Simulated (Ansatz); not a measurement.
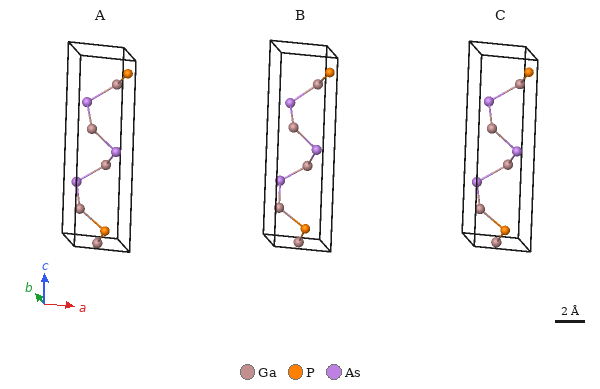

3 geometries from one relaxation of crystalline Ga₅As₃P₂ (a generated structure, set up in P1) (coarse preliminary run), in shuffled order. The picture is a ball-and-stick view of the cell of the calculation, seen slightly off an axis.

Method: Ansatz 0.2.0, DFT PBE, scalar-relativistic, plane waves, PAW. Settings: plane-wave cutoff 420 eV; k-point mesh 4 × 4 × 4; occupations gaussian; smearing width 0.1 eV; no spin polarisation; cell and atoms relaxed; force threshold 0.025 eV/Å; at most 60 steps.

Question: Order the frames from highest to lowest energy.

Answer: B, A, C. They are steps 0, 1, 4, at +1.523 eV per cell of the calculation, +0.156 eV per cell of the calculation relative to the last. The energy falls by 1.523 eV per cell of the calculation in 3 accepted moves (4 points after the start). The largest force component goes from 3.8 to 0.004 eV/Å. Pressure: 2.05 GPa at the start and 0.01 GPa at the end. The SCF was repeated once at an unchanged geometry on a basis and grid sized afresh for the cell, which shifted the energy by 0.1 meV per cell of the calculation at most. A Ga atom moves most relative to the cell: 0.24 Å in a general direction near [2 −1 0]. Largest moves by element: Ga 0.24 Å, As 0.21 Å, P 0.14 Å. Cell: a 4.055 → 4.017 Å (−0.9 %), b 3.955 → 4.017 Å (+1.6 %), c 14.518 → 14.262 Å (−1.8 %), α 100.1° → 98.1°, β 98.7° → 98.1°, γ 87.7° → 90.0°. Volume −0.4 %. Some distances before and after: As–Ga 2.155 → 2.470 Å, As–Ga 2.746 → 2.471 Å, Ga–P 2.224 → 2.412 Å, Ga–P 2.598 → 2.412 Å. Among the angles between lasting bonds that change: Ga–P–Ga 118.0° → 107.9°, P–Ga–As 119.0° → 108.9°, Ga–As–Ga 100.1° → 109.9°. The space group (tolerance 0.01 Å) goes from P1 (No. 1) to I-4m2 (No. 119).
